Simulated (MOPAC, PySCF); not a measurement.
Bond stretch in SiN, doublet.

- UMP2 = MP2 on UHF/cc-pVDZ, 6 core orbitals frozen (PySCF)
- ROHF/cc-pVDZ (PySCF)
- AM1, unrestricted, heats of formation (MOPAC)

Energies are in kJ/mol, each relative to the lowest point of its own curve near equilibrium.

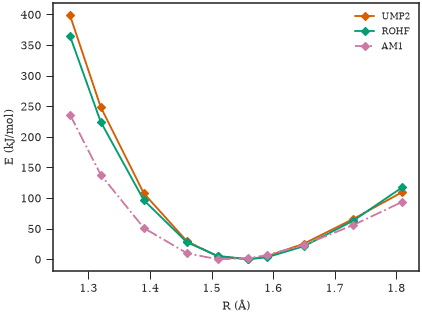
*Energy against bond length for each method.*

| R / Å | UMP2 | ROHF | AM1 |
|---|---|---|---|
| 1.27 | 398.9 | 365.0 | 236.4 |
| 1.32 | 248.7 | 224.5 | 138.1 |
| 1.39 | 107.6 | 96.4 | 51.1 |
| 1.46 | 29.4 | 27.7 | 9.8 |
| 1.51 | 4.5 | 5.4 | 0.0 |
| 1.56 | 0.0 | 0.0 | 1.6 |
| 1.59 | 4.7 | 3.2 | 6.6 |
| 1.65 | 25.4 | 21.2 | 23.5 |
| 1.73 | 65.7 | 62.9 | 55.7 |
| 1.81 | 109.9 | 117.7 | 93.9 |

At the longest distance, 1.81 Å, ROHF lies highest above its minimum (117.7 kJ/mol) and AM1 lowest (93.9 kJ/mol).

The scan ran from 1.27 to 6.20 Å; beyond the distances shown one of the unrestricted levels run for this scan, shown here or not, changes its spin distribution in one step. The unrestricted determinant behind UMP2 is spin-contaminated at 1.39 to 1.81 Å (<S²> up to 2.0, against 0.75 for a pure doublet).
